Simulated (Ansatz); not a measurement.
Band structure of Nb3Sn (Pm-3n, 8 atoms in the cell).

```xyz
8
Lattice="5.4002 0.0000 0.0000 0.0000 5.4002 0.0000 0.0000 0.0000 5.4002" Properties=species:S:1:pos:R:3 pbc="T T T"
Nb     1.3500     0.0000     2.7001
Nb     4.0501     0.0000     2.7001
Nb     2.7001     4.0501     0.0000
Nb     2.7001     1.3500     0.0000
Nb     0.0000     2.7001     4.0501
Nb     0.0000     2.7001     1.3500
Sn     0.0000     0.0000     0.0000
Sn     2.7001     2.7001     2.7001
```

Level of theory: PBE (plane waves, PAW; Ansatz, a quantum-chemistry and plane-wave program).

Settings: kpoints.mp_grid.grid = 5 5 5; hamiltonian.xc = pbe; hamiltonian.pseudopotentials = {kind: paw} (the program's default PAW files); scf.occupations.method = gaussian; scf.occupations.width = 0.1 eV; kpoints.band_path.npoints = 8.

The starting cell comes from a database of computed structures (which also holds hypothetical and non-ambient phases and stackings), without a prior relaxation at this level. Its lattice was rescaled by a random factor within 2.5 % of one. Spin polarisation is off.

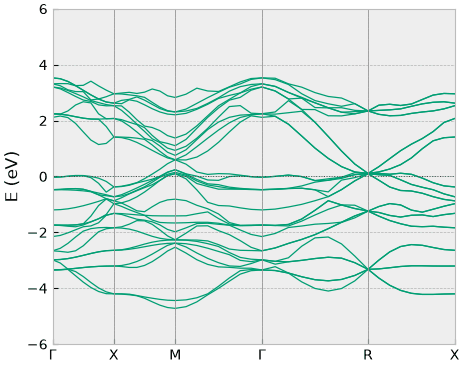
Figure. Bands along the path, energies from the Fermi level.

Levels in eV from the Fermi level, bands 50 to 57:
```csv
point,50,51,52,53,54,55,56,57
Γ,-0.47,-0.47,-0.47,-0.03,-0.03,2.11,2.24,2.24
X,-0.87,-0.73,-0.73,-0.38,-0.38,1.41,1.41,2.07
M,0.10,0.15,0.24,0.24,0.59,0.59,0.59,0.75
R,0.10,0.10,0.10,0.11,0.11,0.11,0.11,0.11
```

Bands cross the Fermi level along this path, so the cell is metallic at this level.

Keys are those of Ansatz 0.2.
